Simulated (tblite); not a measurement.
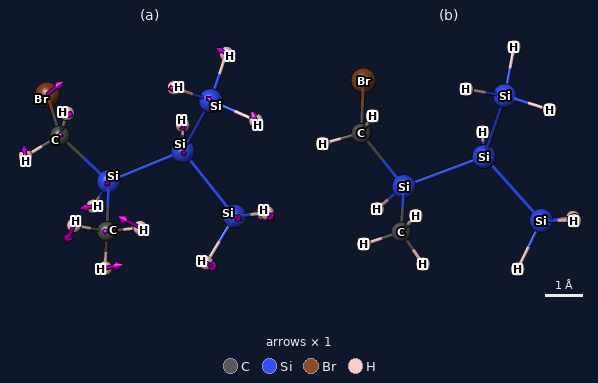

The structure of C2H13BrSi4 before (left) and after (right) a relaxation, at one scale. The purple arrows give the displacements, at their true length.

Style: ball-and-stick. Shown face on.

Method: GFN2-xTB geometry optimisation, gas phase in tblite. 

> What changed between the two?

The atom that moves furthest after the best rigid fit is an H atom (0.79 Å). By element the largest moves are H 0.79 Å, Br 0.67 Å, Si 0.28 Å, C 0.15 Å. Near-neighbour distances that change, for instance: Si–Si 2.203 → 2.344 Å, Si–Si 2.251 → 2.329 Å, C–Si 1.855 → 1.924 Å, C–Si 1.870 → 1.902 Å. Bond angles that change, for instance: Si–Si–H 106.4° → 118.5°, Si–Si–Si 106.8° → 113.9°, Si–C–H 106.9° → 113.6°. Groups turn about C–Si by about 45°. The energy falls by 66.4 kJ/mol in 121 geometry steps.
